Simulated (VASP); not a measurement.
Band structure of ScS (space group Fm-3m). Computed with PBEsol GGA, VASP's PBE PAW potentials (set 64) (plane waves; VASP 6.6.1).

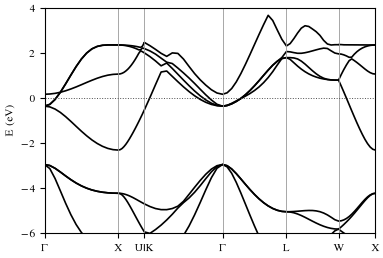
Bands along high-symmetry lines, zero at the valence-band maximum or, without a gap, the Fermi level

Q: Read the plot: is there a gap, and where are the band edges?

A: It has no gap at this level: it comes out as a metal or semimetal. (Edges off the drawn lines would not show.)

The structure comes from a computed database's ScS entry (Fm-3m); how it stands against other phases isn't given here. It was relaxed first. The electron count is odd and the run is not spin-polarised, which forces a metal.
